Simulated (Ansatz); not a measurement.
A series of calculations on Si$_{2}$H$_{7}$Br

## 1. Relaxation

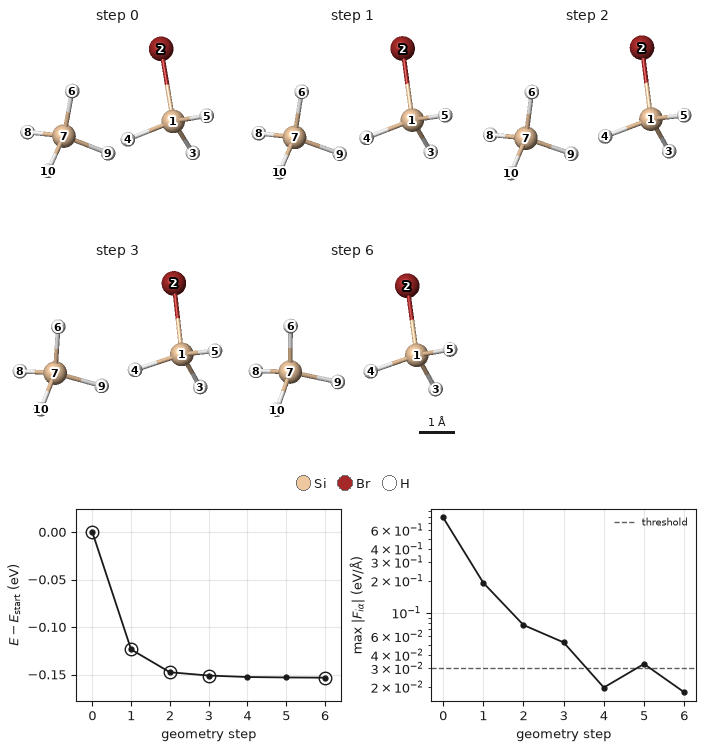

Frames of a relaxation of Si2H7Br, marked on the history of the run. A ball-and-stick model, seen at a tilt.

The run prepares an end point of a later path (reaction) calculation, from a guessed geometry.

Theory: RKS B3LYP-D4/def2-SVP in Ansatz.

Input
```yaml
crystal:
  periodic: [false, false, false]
  atoms:
    - { symbol: Si, position_ang: [-1.72279, 0.108836, -0.454066] }
    - { symbol: Br, position_ang: [-1.347821, -2.133877, -0.188661] }
    - { symbol: H, position_ang: [-1.279626, 0.521391, -1.811386] }
    - { symbol: H, position_ang: [-0.981205, 0.842031, 0.60334] }
    - { symbol: H, position_ang: [-3.185929, 0.334151, -0.289533] }
    - { symbol: H, position_ang: [0.846881, -0.920392, 1.092376] }
    - { symbol: Si, position_ang: [1.693021, 0.054929, 0.441379] }
    - { symbol: H, position_ang: [3.115507, -0.397208, 0.461705] }
    - { symbol: H, position_ang: [1.263673, 0.211782, -0.977901] }
    - { symbol: H, position_ang: [1.598289, 1.378357, 1.122547] }
basis:
  gaussian: { orbitals: def2-SVP }
hamiltonian:
  xc: b3lyp
  dispersion: d4
relax:
  f_tol: 0.03
  max_steps: 50
output:
  orbitals: {}
```

Command:
```bash
ansatz run input.yaml --threads 2 --pin off --max-ram 3072MiB --backend cpu --events-out ev --progress --plain --runs-dir out
```

What happens along the run?

Answer. Over 6 geometry steps the energy falls by 0.153 eV. Largest force component: 0.79 eV/Å at the start, 0.018 eV/Å at the end. The largest move after the best rigid fit is that of H6, 0.48 Å. By element the largest moves are H 0.48 Å, Br 0.32 Å, Si 0.27 Å. Near-neighbour distances that change, for instance: Si1–Br2 2.289 → 2.242 Å, H6–Si7 1.446 → 1.489 Å. From step 0 to 1: Br2 moves most (0.19 Å), energy −0.124 eV. From step 1 to 2: H6 moves most (0.14 Å), energy −0.024 eV. From step 2 to 3: H6 moves most (0.11 Å), energy −0.003 eV. From step 3 to 6: Br and H atoms move most (0.12 Å), energy −0.002 eV.

| step | E − E(0), eV | largest force component, eV/Å |
| --- | --- | --- |
| 0 | 0.0000 | 0.7887 |
| 1 | -0.1236 | 0.1915 |
| 2 | -0.1475 | 0.0766 |
| 3 | -0.1510 | 0.0525 |
| 4 | -0.1526 | 0.0198 |
| 5 | -0.1530 | 0.0330 |
| 6 | -0.1533 | 0.0178 |

Limits of the set-up: the start holds two separate molecules, 2.6 Å apart at their closest, whose relative position is a soft coordinate.

## 2. Relaxation

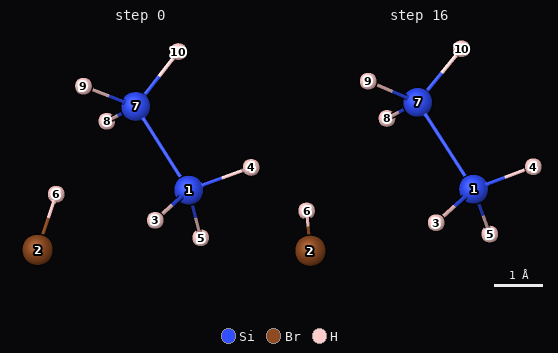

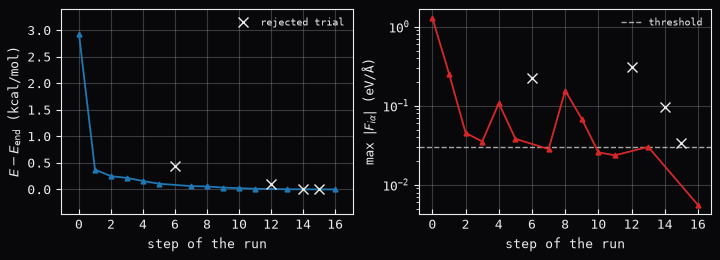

First and last geometry of a relaxation of Si₂H₇Br, with the history of the run. A ball-and-stick model, seen at a tilt.

The run prepares an end point of a later path (reaction) calculation, from a guessed geometry.

Theory: RKS B3LYP-D4/def2-SVP (Ansatz 0.2.0). Settings: no spin polarisation; force threshold 0.03 eV/Å; at most 50 steps.

### Read the history and describe the run.

It converged. The largest move after the best rigid fit is that of H6, 0.78 Å. Largest moves by element: H 0.78 Å, Si 0.14 Å, Br 0.14 Å. Near-neighbour distances that change, for instance: Si1–Si7 2.261 → 2.360 Å, Br2–H6 1.479 → 1.429 Å. The energy falls by 2.94 kcal/mol in 12 accepted moves (16 points after the start). Largest force component: 1.3 eV/Å at the start, 0.0056 eV/Å at the end. The line search rejected the trial steps at points 6, 12, 14, 15 of the run. The forces were under the threshold at step 7, but the run went on from there. The run took 49 s on 2 threads of AMD EPYC 7B13 (Zen 3), on a shared host, peak memory 0.25 GiB.

## 3. Path

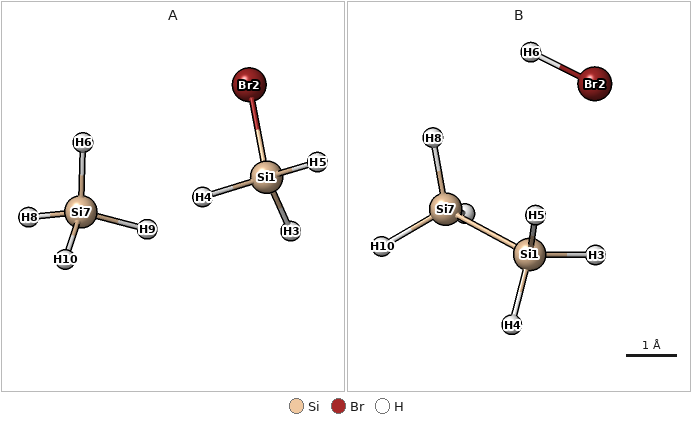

The two relaxed end points of a path for Si$_{2}$H$_{7}$Br, made up at the start of SiH₃Br and SiH4. The picture is a ball-and-stick view, seen at a tilt.

Theory: Ansatz, RKS B3LYP-D4/def2-SVP.

Run with 7 movable images; climbing image; force threshold 0.05 eV/Å; iteration limit 60.

Start:
```xyz
10

Si   -1.9772    0.1002   -0.5385
Br   -1.5699   -2.1008   -0.4133
H    -1.5332    0.5952   -1.8679
H    -1.2223    0.7846    0.5439
H    -3.4372    0.3228   -0.3628
H     1.2103   -0.8962    1.4054
Si    1.9481    0.0564    0.5302
H     3.3818   -0.3429    0.4405
H     1.3461    0.0476   -0.8344
H     1.8535    1.4331    1.0967
```

End:
```xyz
10

Si   -1.1929    0.8191   -0.2628
Br   -0.3480   -2.9547   -0.3546
H    -1.5710    0.0870   -1.5047
H    -1.5413    2.2616   -0.4407
H    -1.9834    0.2829    0.8835
H     0.6077   -2.8796    0.7045
Si    1.1193    0.6238    0.1667
H     1.3887   -0.4381    1.1825
H     1.8684    0.2863   -1.0791
H     1.6525    1.9117    0.7045
```

Predict the minimum-energy path and its barrier.

The energy climbs by 238.1 kJ/mol to image 5 and then falls by 158.3 kJ/mol, so the end point sits at +79.8 kJ/mol. Image 1 lies below both ends, at −1.8 kJ/mol, which points to an intermediate minimum that so few images don't resolve. Breaking: H6–Si7 (1.49 → 1.72 at the top → 3.58 Å), Si1–Br2 (2.24 → 2.87 at the top → 3.87 Å). Forming: Br2–H6 (3.53 → 1.98 at the top → 1.43 Å), Si1–Si7 (4.07 → 2.64 at the top → 2.36 Å). The band converged in 33 iterations. The largest component of the band force went from 5.3 to 0.039 eV/Å. The climbing image converged on the top of the path. Its vibrational analysis gives one imaginary mode (742i cm⁻¹), as a transition state must have.

Energies of the converged images:

```tsv
image	path (Å)	E (kJ/mol)
0	0.00	0.0
1	2.19	-1.8
2	4.37	1.1
3	6.55	0.8
4	8.73	19.3
5	10.91	238.1
6	12.69	84.0
7	14.47	81.2
8	16.26	79.8
```

The geometry at the top of the path:

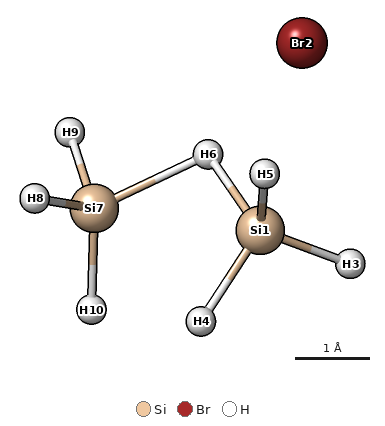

Limits of the set-up: the start holds two separate molecules, 3.0 Å apart at their closest, whose relative position is a soft coordinate.
